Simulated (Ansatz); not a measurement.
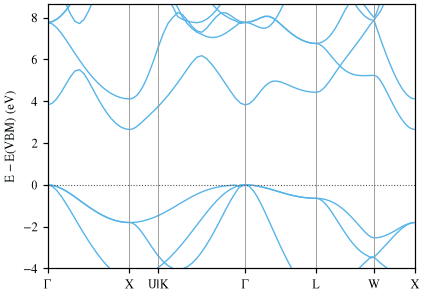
Fig. 1. Band structure from plane-wave PAW LDA (Ansatz code)

### Question
Read off the gap and where the band edges lie.

### Answer
About 2.6 eV (2.65 eV by a search for the band edges); maximum at Γ, minimum at X.

### Question
Which compound is it?
A) ZnS, zinc blende
B) MgS, rock salt
C) SiC, zinc blende
D) CaO, rock salt

### Answer
B, MgS, rock salt

Space group Fm-3m (rock salt). Symmetry was held in the LDA relaxation.

Potentials: the earlier of the program's two PAW sets. The files were generated under PBE; for other functionals the program regenerates the frozen cores, and for LDA and PBEsol the local potential too.
